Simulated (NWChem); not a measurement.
# GeSiH4SF2 (SMILES F[Si](F)(S)[GeH3]): levels of theory compared

Aim: a comparison of 5 runs (HF/STO-3G, HF/3-21G, HF/pcseg-1, B3LYP/6-31G*) of GeSiH4SF2. 

The calculation is run with NWChem 7.3.0.

## Step 1: Starting point

GeSiH4SF2 has 9 atoms, charge 0, and is taken as a singlet. As SMILES, `F[Si](F)(S)[GeH3]`. The coordinates come from a PBE0-D4/def2-TZVP relaxation. This is one conformer, not always the lowest.

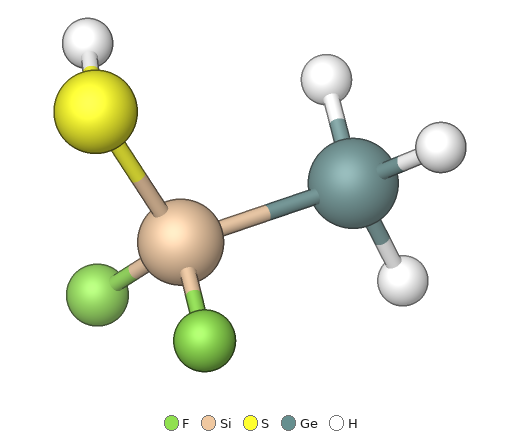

The structure, seen from a chosen angle (fluorine green, silicon light orange, sulfur yellow, germanium teal, hydrogen white).

## Step 2: Energy and forces at HF/STO-3G (run 1)

test.nw

```
START test
memory 2200 mb

GEOMETRY units angstrom noautosym nocenter noautoz
  F        1.019800      -1.825100      -1.056500
  Si       0.866100      -0.364900      -0.447700
  F        2.144800      -0.108300       0.463900
  S        0.881000       0.922400      -2.128900
  Ge      -1.072500      -0.208900       0.912000
  H        0.731400       2.016900      -1.361400
  H       -2.298700      -0.641400       0.098300
  H       -1.246400       1.255500       1.343500
  H       -0.936800      -1.092600       2.159500
END

BASIS spherical bse
  * library STO-3G
END

SCF
  thresh 1e-08
  maxiter 80
END

TASK scf gradient
```

Run with:

```console
$ nwchem test.nw > test.out
```

Log:

```text
[...]
  functions       =    50
[...]
  wavefunction    = RHF
[...]
         Total SCF energy =  -2929.027655630525
      One-electron energy =  -5189.910154535131
      Two-electron energy =   1718.465445846189
 Nuclear repulsion energy =    542.417053058417
        Time for solution =      3.5s
[...]
                         RHF ENERGY GRADIENTS
    atom               coordinates                        gradient
                 x          y          z           x          y          z
   1 F       1.927143  -3.448939  -1.996496   -0.005458   0.021090   0.004685
   2 Si      1.636692  -0.689561  -0.846030    0.032776  -0.014116  -0.001110
   3 F       4.053084  -0.204657   0.876644   -0.018352  -0.001689  -0.007568
   4 S       1.664849   1.743083  -4.023038    0.000158  -0.011823  -0.013593
   5 Ge     -2.026731  -0.394764   1.723430    0.022270  -0.004780  -0.013695
   6 H       1.382146   3.811388  -2.572673   -0.001161   0.006819   0.010454
   7 H      -4.343913  -1.212070   0.185760   -0.031431  -0.011452  -0.022819
   8 H      -2.355354   2.372551   2.538847   -0.003183   0.039472   0.010589
   9 H      -1.770295  -2.064715   4.080863    0.004381  -0.023522   0.033058
[...]
```

Run time: 6 s. Hardware: 1 thread of Intel Xeon 6975P-C (Granite Rapids), shared host; peak memory 0.095 GiB.

## Step 3: Energy and gradient at HF/3-21G (run 2)

run.py

```python
from ase import Atoms
from ase.calculators.nwchem import NWChem

system = Atoms('FSiFSGeHHHH', positions=[
    [1.019800, -1.825100, -1.056500],
    [0.866100, -0.364900, -0.447700],
    [2.144800, -0.108300, 0.463900],
    [0.881000, 0.922400, -2.128900],
    [-1.072500, -0.208900, 0.912000],
    [0.731400, 2.016900, -1.361400],
    [-2.298700, -0.641400, 0.098300],
    [-1.246400, 1.255500, 1.343500],
    [-0.936800, -1.092600, 2.159500],
])

calc = NWChem(
    label='mymol',
    theory='scf',
    memory='2200 mb',
    basis='3-21G',
    basispar='spherical bse',
    scf={'nopen': '0', 'rhf': None, 'thresh': '1e-08', 'maxiter': '80'},
)
system.calc = calc

forces = system.get_forces()
print(f"energy = {system.get_potential_energy():.6f} eV")
print("forces (eV/A):")
for s, f in zip(system.symbols, forces):
    print(f"{s:2s} {f[0]:10.5f} {f[1]:10.5f} {f[2]:10.5f}")
print("dipole (e A):", system.get_dipole_moment().round(4))
```

Run with:

```console
$ export ASE_NWCHEM_COMMAND="nwchem PREFIX.nwi > PREFIX.nwo"
$ python run.py
```

Log:

```text
energy = -80233.961724 eV
forces (eV/A):
F     0.31841   -1.44475   -0.44413
Si   -1.52415   -0.10526    0.76290
F     1.27774    0.11452    0.78480
S     0.00329    0.90354   -0.81741
Ge   -0.34129    0.03219    0.23649
H    -0.00370    0.51124   -0.33532
H     0.11087    0.00391   -0.04067
H     0.07297   -0.02664   -0.05466
H     0.08587    0.01126   -0.09194
dipole (e A): [-0.4769  0.2647  0.4421]
```

The calculator wrote mymol.nwi:

```
title "mymol"

permanent_dir mymol

scratch_dir mymol

start mymol

geometry units angstrom nocenter noautosym noautoz
  F  1.0198000000000000e+00 -1.8250999999999999e+00 -1.0565000000000000e+00
  Si 8.6609999999999998e-01 -3.6490000000000000e-01 -4.4769999999999999e-01
  F  2.1448000000000000e+00 -1.0829999999999999e-01 4.6389999999999998e-01
  S  8.8100000000000001e-01 9.2240000000000000e-01 -2.1288999999999998e+00
  Ge -1.0725000000000000e+00 -2.0890000000000000e-01 9.1200000000000003e-01
  H  7.3140000000000005e-01 2.0169000000000001e+00 -1.3613999999999999e+00
  H  -2.2987000000000002e+00 -6.4139999999999997e-01 9.8299999999999998e-02
  H  -1.2464000000000000e+00 1.2555000000000001e+00 1.3434999999999999e+00
  H  -9.3679999999999997e-01 -1.0926000000000000e+00 2.1595000000000000e+00
end

memory 2200 mb

basis spherical bse noprint
   * library 3-21G
end

scf
  nopen 0
  rhf
  thresh 1e-08
  maxiter 80
end

task scf gradient
```

mymol.nwo (excerpt; [...] marks lines left out):

```text
[...]
      One-electron energy =  -5191.792643561836
[... 1 line left out ...]
 Nuclear repulsion energy =    542.417053058417
[... 60 lines left out ...]
                       ROHF Final Molecular Orbital Analysis
[... 250 lines left out ...]
     1   1 0 0     -0.901268      0.000000     31.430490
[...]
  wavefunction    =   RHF
                         RHF ENERGY GRADIENTS
    atom               coordinates                        gradient
                 x          y          z           x          y          z
   1 F       1.927143  -3.448939  -1.996496   -0.006192   0.028096   0.008637
   2 Si      1.636692  -0.689561  -0.846030    0.029640   0.002047  -0.014836
   3 F       4.053084  -0.204657   0.876644   -0.024848  -0.002227  -0.015262
[... 5 lines of this table left out ...]
   9 H      -1.770295  -2.064715   4.080863   -0.001670  -0.000219   0.001788
[...]
```

Run time: 7.5 s. Hardware: 1 thread of Intel Xeon 6975P-C (Granite Rapids), shared host; peak memory 0.098 GiB.

## Step 4: Energy and forces at HF/pcseg-1 (run 3)

sp.nw

```
start sp
title "F2GeH4SSi gradient"
memory 2200 mb
charge 0

geometry units angstrom noautosym nocenter noautoz
F     1.019800   -1.825100   -1.056500
Si    0.866100   -0.364900   -0.447700
F     2.144800   -0.108300    0.463900
S     0.881000    0.922400   -2.128900
Ge   -1.072500   -0.208900    0.912000
H     0.731400    2.016900   -1.361400
H    -2.298700   -0.641400    0.098300
H    -1.246400    1.255500    1.343500
H    -0.936800   -1.092600    2.159500
end

basis spherical bse
* library pcseg-1
end

scf
singlet
rhf
thresh 1e-08
maxiter 80
print low
end

task scf gradient
```

Run with:

```console
$ nwchem sp.nw > sp.out
```

Log:

```text
[...]
  functions       =   111
[...]
  wavefunction    = RHF
[...]
         Total SCF energy =  -2962.801687596886
      One-electron energy =  -5208.404003630441
      Two-electron energy =   1703.185262975138
 Nuclear repulsion energy =    542.417053058417
        Time for solution =     38.0s
[...]
                         RHF ENERGY GRADIENTS
    atom               coordinates                        gradient
                 x          y          z           x          y          z
   1 F       1.927143  -3.448939  -1.996496   -0.001987   0.010148   0.003087
   2 Si      1.636692  -0.689561  -0.846030    0.007106  -0.003847   0.004523
   3 F       4.053084  -0.204657   0.876644   -0.008848  -0.001706  -0.004989
   4 S       1.664849   1.743083  -4.023038    0.000103  -0.006468  -0.005094
   5 Ge     -2.026731  -0.394764   1.723430    0.007566  -0.000332  -0.005551
   6 H       1.382146   3.811388  -2.572673   -0.000957   0.002187   0.005838
   7 H      -4.343913  -1.212070   0.185760   -0.002103  -0.000570  -0.000909
   8 H      -2.355354   2.372551   2.538847   -0.000471   0.001922   0.000704
   9 H      -1.770295  -2.064715   4.080863   -0.000410  -0.001333   0.002390
 Task  times  cpu:       51.3s     wall:       51.3s
[...]
```

Run time: 52 s. Hardware: 1 thread of Intel Xeon 6975P-C (Granite Rapids), shared host; peak memory 0.099 GiB.

Run 4 isn't shown in full; the table further down has it.

## Step 5: Energy and forces at B3LYP/6-31G(d) (Cartesian functions) (run 5)

f2geh4ssi.nw

```
start f2geh4ssi
title "F2GeH4SSi"
memory stack 880 mb heap 220 mb global 1100 mb
geometry units angstroms noautosym nocenter noautoz
 F        1.019800      -1.825100      -1.056500
 Si       0.866100      -0.364900      -0.447700
 F        2.144800      -0.108300       0.463900
 S        0.881000       0.922400      -2.128900
 Ge      -1.072500      -0.208900       0.912000
 H        0.731400       2.016900      -1.361400
 H       -2.298700      -0.641400       0.098300
 H       -1.246400       1.255500       1.343500
 H       -0.936800      -1.092600       2.159500
end
basis
 * library 6-31G*
end
dft
 xc b3lyp
 grid fine
 convergence energy 1e-08
 iterations 100
 mulliken
end
task dft gradient
```

Run with:

```console
$ nwchem f2geh4ssi.nw > f2geh4ssi.out
```

Log:

```text
[...]
          Wavefunction type:  closed shell.
          No. of atoms     :     9
          No. of electrons :    84
[...]
          Charge           :     0
          Spin multiplicity:     1
[...]
          AO basis - number of functions:   111
[...]
              XC Information
              --------------
                         B3LYP Method XC Potential
                     Hartree-Fock (Exact) Exchange  0.200
                        Slater Exchange Functional  0.800 local
                    Becke 1988 Exchange Functional  0.720 non-local
              Lee-Yang-Parr Correlation Functional  0.810
                  VWN I RPA Correlation Functional  0.190 local
[...]
 d= 0,ls=0.0,diis     1  -2966.5765315572 -3.51D+03  1.70D-02  1.80D+00     4.3
[...]
 d= 0,ls=0.0,diis    10  -2966.6902112821 -2.01D-09  1.68D-07  1.03D-09    28.7
         Total DFT energy =    -2966.690211282075
      One electron energy =    -5208.159458134187
           Coulomb energy =     1847.282856998879
    Exchange-Corr. energy =     -148.230663205184
 Nuclear repulsion energy =      542.417053058417
[...]
      Total Density - Mulliken Population Analysis
     ---------------------------------------------
    Atom       Charge   Shell Charges
 -----------   ------   -------------------------------------------------------
    1 F    9     9.35   1.99  0.95  3.32  0.93  2.08  0.07
    2 Si  14    13.03   2.00  1.99  5.96  1.04  1.50  0.06  0.23  0.25
    3 F    9     9.34   1.99  0.95  3.32  0.92  2.07  0.07
    4 S   16    16.26   2.00  1.99  5.97  1.40  3.11  0.52  1.26  0.02
    5 Ge  32    32.27   2.00  1.99  6.00  1.93  5.99  1.33  2.36  0.14  0.38  6.91  2.96  0.28
    6 H    1     0.89   0.50  0.39
    7 H    1     0.95   0.49  0.47
    8 H    1     0.96   0.49  0.48
    9 H    1     0.95   0.48  0.47
[...]
  wavefunction    = closed shell
                         DFT ENERGY GRADIENTS
    atom               coordinates                        gradient
                 x          y          z           x          y          z
   1 F       1.927143  -3.448939  -1.996496   -0.001028   0.012432   0.004679
   2 Si      1.636692  -0.689561  -0.846030    0.009162  -0.001801  -0.001025
   3 F       4.053084  -0.204657   0.876644   -0.010866  -0.002733  -0.007963
   4 S       1.664849   1.743083  -4.023038   -0.000143  -0.003083   0.005950
   5 Ge     -2.026731  -0.394764   1.723430   -0.000715  -0.000064   0.000639
   6 H       1.382146   3.811388  -2.572673    0.000247  -0.004388   0.000147
   7 H      -4.343913  -1.212070   0.185760    0.002418   0.000624   0.000939
   8 H      -2.355354   2.372551   2.538847    0.000831  -0.002346  -0.001146
   9 H      -1.770295  -2.064715   4.080863    0.000094   0.001359  -0.002220
[...]
```

It took 46 s on 1 thread of Intel Xeon 6975P-C (Granite Rapids), shared host; peak memory 0.12 GiB.

## Step 6: The series

```tsv
run	level	iteration cap	module	energy (Eh)	dipole moment (D)	HOMO energy (eV)	LUMO energy (eV)	wall time
1	HF/STO-3G	80	scf	-2929.027656	1.67	-7.37	9.14	6 s
2	HF/3-21G	80	scf	-2948.543733	3.37	-10.93	2.87	7.5 s
3	HF/pcseg-1	80	scf	-2962.801688	–	–	–	52 s
4	B3LYP/6-31G* (spherical functions)	100	dft	-2966.677882	2.12	-7.61	-0.28	45 s
5	B3LYP/6-31G* (Cartesian functions)	100	dft	-2966.690211	2.11	-7.61	-0.29	46 s
```

## Step 7: Outcome

| quantity | value |
| --- | --- |
| run 5: total energy | -2966.69021 Eh |
| run 5: dipole moment | 2.11 D |
| run 5: HOMO energy | -7.61 eV |
| run 5: LUMO energy | -0.29 eV |
| run 5: HOMO–LUMO gap | 7.32 eV |
| run 5: largest force on an atom | 0.707 eV/Å |

What this shows: Over runs 1, 2, 4, 5 the dipole moment (its size) runs from 1.67 D (HF/STO-3G) to 3.37 D (HF/3-21G). Over runs 1, 2, 4, 5 the HOMO–LUMO gap runs from 7.32 eV (B3LYP/6-31G*) to 16.51 eV (HF/STO-3G). The two ends differ in method and basis. In run 1 the basis is minimal, so the values are rough. All runs together took 2.6 min, the longest 52 s.
